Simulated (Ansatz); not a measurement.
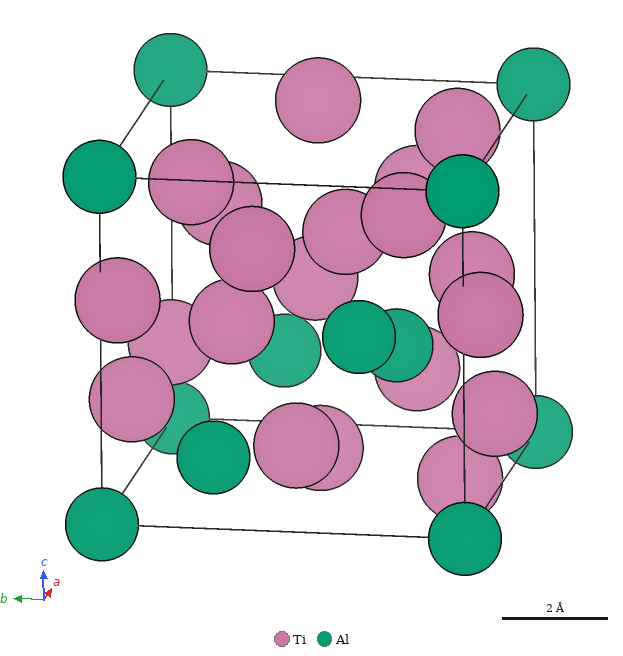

Drawn in the spheres-only manner and seen from a general direction. Atoms at the boundary of the simulation cell (the box) are drawn once for each face, edge or corner they touch.

Ti4Al, a = 7.40 Å, b = 7.09 Å, c = 7.03 Å, α = 90.81°, β = 92.14°, γ = 89.83°.

Method used: DFT PBE, scalar-relativistic, plane waves, PAW (Ansatz). It ran with an energy cutoff of 420 eV, Brillouin-zone sampling on a 3×3×3 mesh, Fermi-Dirac smearing of 0.16 eV, no spin polarisation.

### Metal or not?

A metal: bands cross the Fermi level.

### Give the pressure and its sign.

The computed pressure is -1.2 GPa (stretched: it would shrink). The stress isn't hydrostatic: its largest component is 4.5 GPa.

It goes back to a structure type filled with these elements by a generator (whether the compound takes this form wasn't checked). Earlier steps of the study may have refined or changed the cell and positions. It was run through Ansatz as a DFT input.

At this level of theory the cell isn't at rest (forces up to 2.3 eV/Å), so its distances can differ from those at equilibrium, the more so the softer the solid.
